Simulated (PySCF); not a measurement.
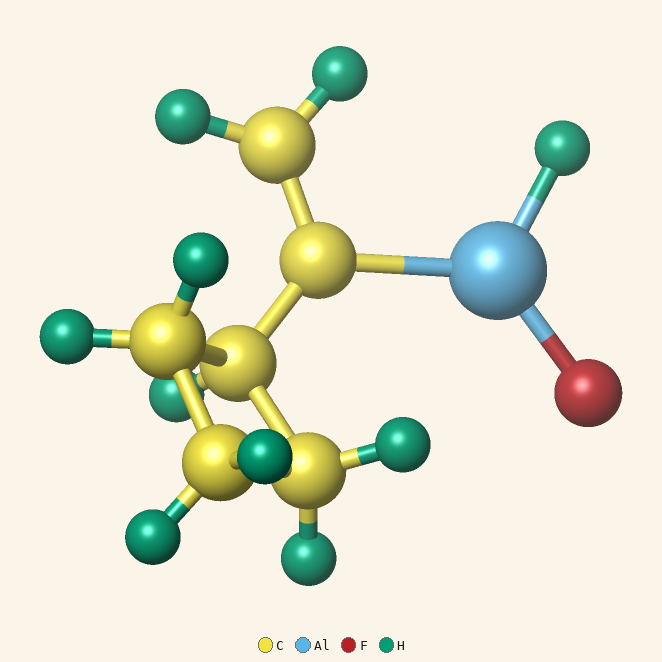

The geometry was computed by an optimisation with GFN2-xTB. No frequency run is at hand to confirm it as a minimum. Method: PBE0/pcSseg-1, gas phase (PySCF 2.14.0).

Computed properties:

The species is C₆H₁₀AlF (`C=[C]([AlH][F])C1CCC1`).
- dipole moment: 2.14 D
- HOMO energy (Kohn–Sham orbital): −7.62 eV
- LUMO energy (Kohn–Sham orbital): −1.25 eV
- HOMO–LUMO gap: 6.37 eV

The geometry is semi-empirical. Around Al such bond lengths and angles can be off by a tenth of an ångström or more and by several degrees, and values that hang on the shape move with them.
